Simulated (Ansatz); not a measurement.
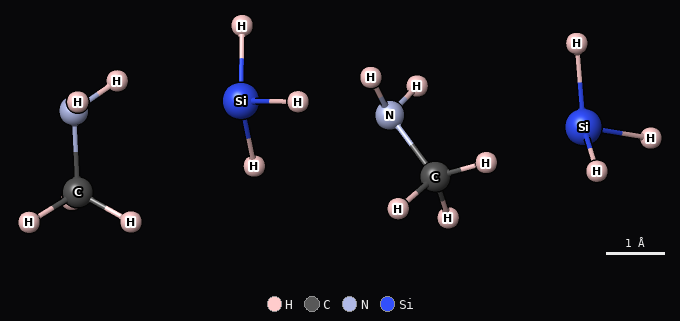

Two geometries of CH₈NSi (multiplicity 2) (started from a transition state, displaced along its imaginary mode), drawn at one scale. One is the start of a relaxation, the other its converged end. Style: ball-and-stick. Shown at a tilt.

All numbers below come from UKS PBE0-D4/def2-TZVP in Ansatz 0.2.0. Set-up: force threshold 0.005 eV/Å; at most 200 steps.

> Which geometry has the lower energy?

The left one is the relaxed one. The atom that moves furthest after the best rigid fit is an H atom (1.43 Å). Largest moves by element: H 1.43 Å, Si 0.64 Å, C 0.61 Å, N 0.60 Å. Near-neighbour distances that change, for instance: H–Si 1.999 → 3.440 Å, C–H 1.031 → 1.100 Å, C–H 1.111 → 1.092 Å, C–N 1.434 → 1.452 Å. Bond angles that change, for instance: H–C–N 118.1° → 115.3°, H–Si–H 109.0° → 111.1°. Over 49 accepted moves (59 points after the start) the energy falls by 0.530 eV. Largest force component: 3.8 eV/Å at the start, 0.0036 eV/Å at the end. The line search rejected the trial steps at points 7, 18, 19, 36, 37, 43, 48, 54 and more of the run. The forces were under the threshold at step 38, but the run went on from there.
